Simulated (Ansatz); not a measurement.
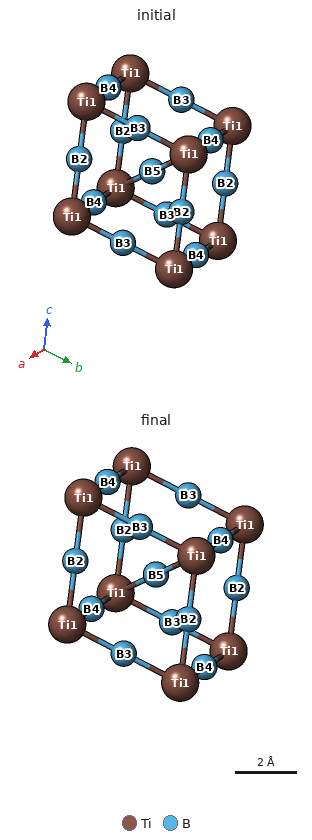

The structure of a crystal of TiB₄ (a generated structure, set up in Im-3m) (coarse preliminary run) before (top) and after (bottom) a relaxation, at one scale.

A ball-and-stick model of the cell of the calculation, seen slightly off an axis.

Computed with DFT PBE, scalar-relativistic, plane waves, PAW (Ansatz).

Input
```yaml
crystal:
  lattice:
    - [-2.22637193, 2.22637193, 2.22637193]
    - [2.22637193, -2.22637193, 2.22637193]
    - [2.22637193, 2.22637193, -2.22637193]
  atoms:
    - { symbol: Ti, position: [0.0, 0.0, 0.0] }
    - { symbol: B, position: [0.0, 0.0, 0.5] }
    - { symbol: B, position: [0.0, 0.5, 0.0] }
    - { symbol: B, position: [0.5, 0.0, 0.0] }
    - { symbol: B, position: [0.5, 0.5, 0.5] }
basis:
  ecutwfc: 420
kpoints:
  mp_grid: { grid: [6, 6, 6] }
hamiltonian:
  xc: pbe
scf:
  occupations: { method: gaussian, width: 0.1 }
  lower_state_search: "off"
output:
  forces: true
  stress: true
  eigenvalues: true
relax:
  adjacent_minimum: "off"
  f_tol: 0.04
  max_steps: 70
  cell: { stress_tol: 0.4 }
```

Launched with:
```bash
ansatz run input.yaml --threads 1 --pin off --max-ram 2560MiB --backend cpu --events-out ev --progress --plain --runs-dir out
```

### Describe what moved and what it gained.

The atoms keep their places relative to the cell (all moves are under 0.005 Å). Cell: a = b = c 3.856 → 4.262 Å (+10.5 %). Volume +35.0 %. Among the contacts that change: Ti1–B2 1.928 → 2.131 Å. The space group stays Im-3m (No. 229). Over 5 accepted moves (7 points after the start) the energy falls by 2.221 eV per cell of the calculation. All forces vanish by symmetry, so only the cell relaxes. Pressure: 56.06 GPa at the start and 0.08 GPa at the end. The SCF was repeated twice at an unchanged geometry on a basis and grid sized afresh for the cell, which shifted the energy by 55.6 meV per cell of the calculation at most. The run took 9.4 s on 1 thread of Arm Neoverse V1, with other jobs on the host, peak memory 0.32 GiB.
